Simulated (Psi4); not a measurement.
# DLPNO-MP2/6-31G(d) (density fitting, density fitting for correlation, spherical functions, pno convergence very_tight, sweep point 4) run of C2HF (fluoroacetylene)

What is the energy change on altering one bond length of C2HF (fluoroacetylene) at DLPNO-MP2/6-31G* (density fitting, density fitting for correlation, spherical functions, pno convergence very_tight, sweep point 4)? 

The calculation is run with Psi4 1.11.

### Step 1. The system as given

The species is C2HF (4 atoms), meant as a singlet with charge 0. As SMILES, `C#CF`. The coordinates come from a PBE0-D4/def2-TZVP relaxation.

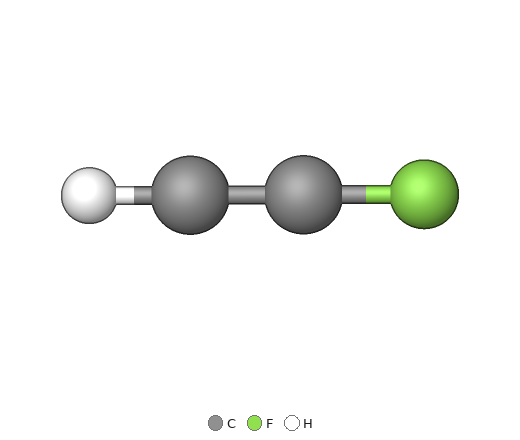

Viewed from a chosen angle; carbon grey, fluorine green, hydrogen white.

### Step 2. A single-point energy at DLPNO-MP2/6-31G(d) (density fitting, density fitting for correlation, spherical functions, pno convergence very_tight, sweep point 4)

The input, job.in:

```
memory 1.6 GB

molecule {
  C     -0.361030     0.453110    -0.290220
  C      0.303270    -0.380840     0.243810
  F      1.010600    -1.269010     0.812300
  H     -0.952830     1.196740    -0.765890
  symmetry c1
}

set {
  basis 6-31G*
  puream true
  scf_type df
  num_frozen_docc 3
  pno_convergence very_tight
}

energy_value, wavefunction = energy('dlpno-mp2', return_wfn=True)
print_variables()
```

Run with:

```console
psi4 -n 1 job.in job.out
```

job.out:

```text
[...]
  Running in c1 symmetry.
[...]
  Nuclear repulsion =   55.832094169203366
[...]
  Multiplicity = 1
[...]
  Nalpha       = 11
  Nbeta        = 11
[...]
    Number of basis functions: 44
[...]
   @DF-RHF iter   1:  -175.59127128016533   -6.33057e-01   7.30478e-03 ADIIS/DIIS
[...]
    Orbital Energies [Eh]
    ---------------------
    Doubly Occupied:
       1A    -26.379837     2A    -11.338349     3A    -11.244108
       4A     -1.703066     5A     -1.044995     6A     -0.854113
       7A     -0.752561     8A     -0.752561     9A     -0.714446
      10A     -0.408875    11A     -0.408875
[...]
  @DF-RHF Final Energy:  -175.64099078525837
   => Energetics <=
    Nuclear Repulsion Energy =             55.8320941692033657
    One-Electron Energy =                -351.7426002484047558
    Two-Electron Energy =                 120.2695152939430443
    Total Energy =                       -175.6409907852583672
[...]
 Multipole Moments:
 ------------------------------------------------------------------------------------
     Multipole            Electronic (a.u.)      Nuclear  (a.u.)        Total (a.u.)
 ------------------------------------------------------------------------------------
 L = 1.  Multiply by 2.5417464519 to convert [e a0] to [Debye]
 Dipole X            :          1.6609403           -1.8442565           -0.1833162
 Dipole Y            :         -2.0856372            2.3160865            0.2304492
 Dipole Z            :          1.3350807           -1.4823992           -0.1473185
 Magnitude           :                                                    0.3292634
[...]
  @LMP2 iter   5:  -0.412495163012 -6.475e-08  4.517e-07
[...]
```

Wall time 2.5 s (1 thread of Intel Xeon at 2.70GHz, shared host); peak memory 0.2 GiB.

### Step 3. The distorted shape at the same level

The input, c2hf.dat:

```
memory 1.6 GB

molecule {
  C     -0.892457     1.120253    -0.717433
  C      0.303270    -0.380840     0.243810
  F      1.010600    -1.269010     0.812300
  H     -1.484257     1.863883    -1.193103
  symmetry c1
}

set {
  basis 6-31G*
  puream true
  scf_type df
  num_frozen_docc 3
  pno_convergence very_tight
}

result, w = energy("dlpno-mp2", return_wfn=True)
print_variables()
```

Run with:

```console
psi4 -i c2hf.dat -o c2hf.out -n 1
```

c2hf.out:

```text
[...]
  Running in c1 symmetry.
[...]
  Nuclear repulsion =   44.784859229140999
[...]
  Multiplicity = 1
[...]
  Nalpha       = 11
  Nbeta        = 11
[...]
    Number of basis functions: 44
[...]
   @DF-RHF iter   1:  -174.72584861002699   -6.53157e-01   1.67528e-02 DIIS/ADIIS
[...]
    Orbital Energies [Eh]
    ---------------------
    Doubly Occupied:
       1A    -26.449865     2A    -11.503016     3A    -11.352347
       4A     -1.770842     5A     -0.966598     6A     -0.834937
       7A     -0.802224     8A     -0.802224     9A     -0.627605
      10A     -0.277856    11A     -0.277856
[...]
  @DF-RHF Final Energy:  -175.10074795745646
   => Energetics <=
    Nuclear Repulsion Energy =             44.7848592291409986
    One-Electron Energy =                -328.4404748774452401
    Two-Electron Energy =                 108.5548676908478001
    Total Energy =                       -175.1007479574564627
[...]
 Multipole Moments:
 ------------------------------------------------------------------------------------
     Multipole            Electronic (a.u.)      Nuclear  (a.u.)        Total (a.u.)
 ------------------------------------------------------------------------------------
 L = 1.  Multiply by 2.5417464519 to convert [e a0] to [Debye]
 Dipole X            :          2.5107810           -2.3433775            0.1674036
 Dipole Y            :         -3.1526765            2.9426731           -0.2100034
 Dipole Z            :          2.0182006           -1.8836414            0.1345592
 Magnitude           :                                                    0.3003856
[...]
  @LMP2 iter   5:  -0.570431946270 -4.574e-08  7.258e-07
[...]
```

It took 2.9 s on 1 thread of Intel Xeon at 2.70GHz, shared host; peak memory 0.2 GiB.

### Step 4. Results

Level: DLPNO-MP2/6-31G* (density fitting, density fitting for correlation, spherical functions, pno convergence very_tight, sweep point 4), 3 core orbitals frozen.

| quantity | value |
| --- | --- |
| first shape: total energy | -176.05349 Eh |
| first shape: HOMO energy (Hartree–Fock orbitals) | -11.13 eV |
| first shape: LUMO energy (Hartree–Fock orbitals) | 6.69 eV |
| first shape: HOMO–LUMO gap (Hartree–Fock orbitals) | 17.81 eV |
| first shape: correlation energy (3 core orbitals frozen) | -412.5 mEh |
| distorted shape: total energy | -175.67118 Eh |
| distorted shape: HOMO energy (Hartree–Fock orbitals) | -7.56 eV |
| distorted shape: LUMO energy (Hartree–Fock orbitals) | -0.71 eV |
| distorted shape: HOMO–LUMO gap (Hartree–Fock orbitals) | 6.85 eV |
| distorted shape: correlation energy (3 core orbitals frozen) | -570.4 mEh |
| energy change with the C1–C2 bond stretched from 1.192 to 2.146 Å | 10.403 eV |

In words: With the C1–C2 bond stretched from 1.192 to 2.146 Å the energy rises by 10.40 eV (1004 kJ/mol). The first shape isn't relaxed at this level, so the change isn't measured from a minimum. A restricted reference can't describe the breaking bond well at this length.
